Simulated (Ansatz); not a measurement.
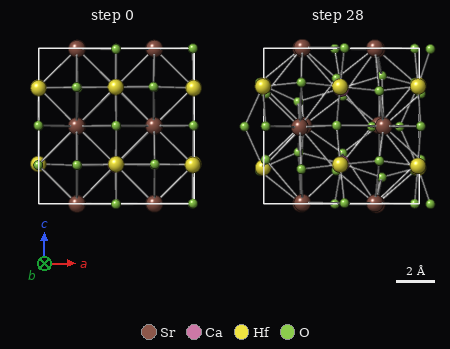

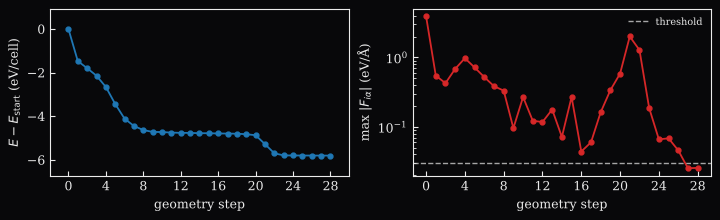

First and last geometry of a relaxation of a defect cell of composition Sr$_{8}$Ca$_{2}$Hf$_{6}$O$_{24}$, with the history of the run. A ball-and-stick model of the cell of the calculation (origin shifted), seen along the b axis.

These are results of DFT, PBEsol, PAW, plane waves in Ansatz 0.2.0, not measurements.

Input
```yaml
crystal:
  lattice:
    - [8.211132, 0.000000, 0.000000]
    - [0.000000, 8.211132, 0.000000]
    - [0.000000, 0.000000, 8.211132]
  atoms:
    - { symbol: Sr, position: [0.998216, 0.000230, 0.999507] }
    - { symbol: Sr, position: [0.000060, 0.999354, 0.497314] }
    - { symbol: Sr, position: [0.002945, 0.502492, 0.999205] }
    - { symbol: Sr, position: [0.002100, 0.504876, 0.499666] }
    - { symbol: Sr, position: [0.496437, 0.995114, 0.001422] }
    - { symbol: Sr, position: [0.499631, 0.998479, 0.499165] }
    - { symbol: Sr, position: [0.499414, 0.498262, 0.998397] }
    - { symbol: Sr, position: [0.497504, 0.503880, 0.499752] }
    - { symbol: Ca, position: [0.251660, 0.249480, 0.252092] }
    - { symbol: Ca, position: [0.249358, 0.247878, 0.750303] }
    - { symbol: Hf, position: [0.250221, 0.753202, 0.251422] }
    - { symbol: Hf, position: [0.252637, 0.754880, 0.754096] }
    - { symbol: Hf, position: [0.752469, 0.246660, 0.248309] }
    - { symbol: Hf, position: [0.751281, 0.250899, 0.755256] }
    - { symbol: Hf, position: [0.752119, 0.754063, 0.244281] }
    - { symbol: Hf, position: [0.746840, 0.746127, 0.748809] }
    - { symbol: O, position: [0.254721, 0.247243, 0.000541] }
    - { symbol: O, position: [0.252595, 0.250757, 0.499146] }
    - { symbol: O, position: [0.252160, 0.751972, 0.002837] }
    - { symbol: O, position: [0.251564, 0.746124, 0.496493] }
    - { symbol: O, position: [0.753658, 0.248042, 0.001055] }
    - { symbol: O, position: [0.745699, 0.247244, 0.498756] }
    - { symbol: O, position: [0.751405, 0.748684, 0.003492] }
    - { symbol: O, position: [0.748316, 0.752804, 0.500885] }
    - { symbol: O, position: [0.004677, 0.247924, 0.245292] }
    - { symbol: O, position: [0.002633, 0.248846, 0.746373] }
    - { symbol: O, position: [0.997054, 0.748859, 0.251313] }
    - { symbol: O, position: [0.999540, 0.752078, 0.749574] }
    - { symbol: O, position: [0.495539, 0.247962, 0.249501] }
    - { symbol: O, position: [0.500687, 0.247427, 0.748094] }
    - { symbol: O, position: [0.493409, 0.752042, 0.253843] }
    - { symbol: O, position: [0.501663, 0.748330, 0.755138] }
    - { symbol: O, position: [0.251333, 0.998073, 0.253939] }
    - { symbol: O, position: [0.249243, 0.000410, 0.752333] }
    - { symbol: O, position: [0.249192, 0.498705, 0.247174] }
    - { symbol: O, position: [0.252201, 0.496670, 0.747459] }
    - { symbol: O, position: [0.751421, 0.000851, 0.250769] }
    - { symbol: O, position: [0.750040, 0.999601, 0.748633] }
    - { symbol: O, position: [0.751247, 0.498233, 0.251079] }
    - { symbol: O, position: [0.750677, 0.501468, 0.749428] }
  symmetry: { detect: false }
kpoints:
  mp_grid: { grid: [1, 1, 1], shift: [0.25, 0.25, 0.25] }
hamiltonian:
  xc: pbesol
scf:
  occupations: { method: fermi_dirac, width: 0.01 }
relax:
  f_tol: 0.03
  max_steps: 80
  escape_saddle: false
  adjacent_minimum: "off"
output:
  forces: true
  eigenvalues: true
  populations: true
```

Command:
```bash
ansatz run in.yaml --threads 7 --pin off --max-ram 13300MiB --runs-dir r --events-out ev --progress --plain
```

> Read the history and describe the run.

It converged. O17 moves most: 1.61 Å along +a. By element the largest moves are O 1.61 Å, Sr 0.34 Å, Hf 0.20 Å, Ca 0.10 Å. The cell doesn't change. Near-neighbour distances that change, for instance: O17–O21 4.097 → 1.471 Å, Sr1–O17 2.924 → 4.330 Å, Sr3–O17 2.944 → 4.238 Å, Sr3–O21 2.925 → 3.783 Å. Bonds break: Sr1–O17 (2.92 → 4.33 Å), Sr3–O17 (2.94 → 4.24 Å). Bond angles that change, for instance: Ca9–O17–Ca10 178.0° → 101.9°, Sr5–O17–Sr7 91.9° → 155.6°, Hf13–O21–Hf14 179.1° → 130.9°. The energy falls by 5.804 eV per cell of the calculation in 28 geometry steps. The largest force component goes from 3.9 to 0.026 eV/Å.

Limits of the set-up: the periodic images lie only 8.2 Å apart, so the values are limited by the cell's size.
